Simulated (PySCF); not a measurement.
C5H12O, SMILES OCCC(C)C at its GFN2-xTB optimised geometry (Å):

```
18

C      1.8597    -0.4231     0.0000
C      0.3316    -0.4231     0.0000
C     -0.1862    -1.2113     1.2013
C     -0.1807     1.0234     0.0000
C     -1.6884     1.1676    -0.2262
O     -2.0996     0.7903    -1.5190
H      2.2366     0.0723     0.8923
H      2.2422    -1.4412    -0.0145
H      2.2457     0.1002    -0.8719
H     -0.0037    -0.9220    -0.9181
H      0.2217    -2.2199     1.1932
H     -1.2705    -1.2877     1.1924
H      0.1162    -0.7274     2.1277
H      0.0688     1.4907     0.9546
H      0.3295     1.5779    -0.7909
H     -1.9687     2.2199    -0.1341
H     -2.2457     0.6005     0.5325
H     -1.8457    -0.1275    -1.6654
```

Level of theory: PBE0/def2-SVP run with PySCF. Cells within 0.4 Å of a nucleus heavier than hydrogen are left out (blank, or x).

Map of the electron localisation function on the plane z = 0.0 Å:

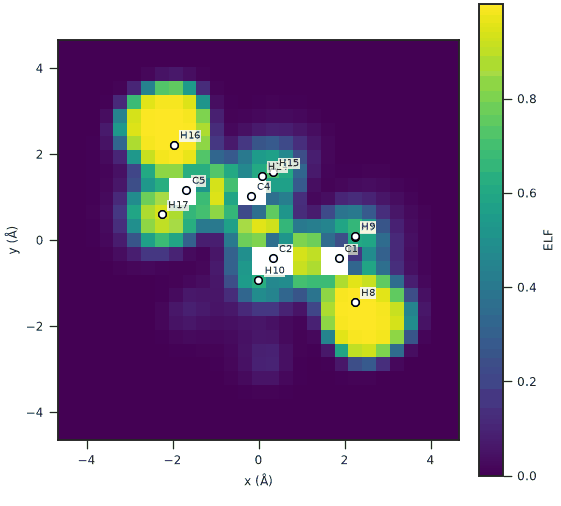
Fig. 1. Electron localisation function on the plane z = 0.0 Å.
